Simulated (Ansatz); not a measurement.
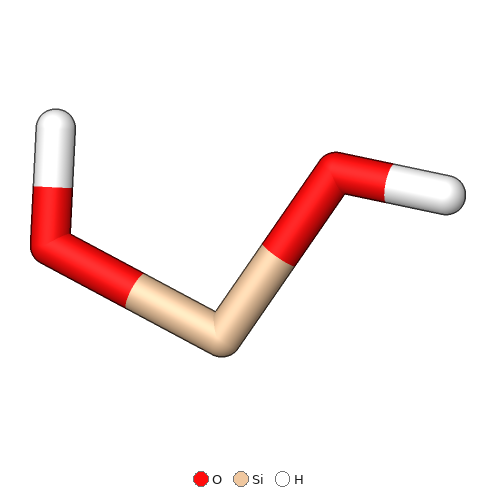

The computed structure is the end point of a PBE-D4/def2-SVP optimisation. No frequency run is at hand to confirm it as a minimum.

Draw it as a skeletal formula.

SMILES: O[Si]O

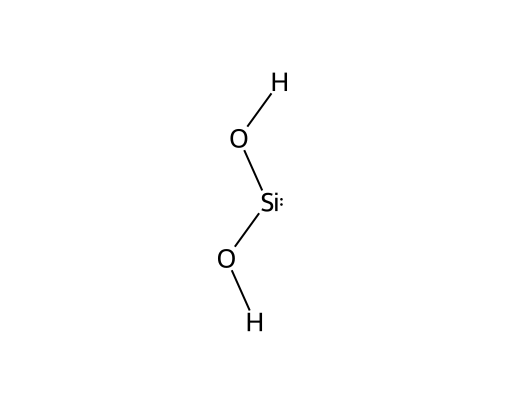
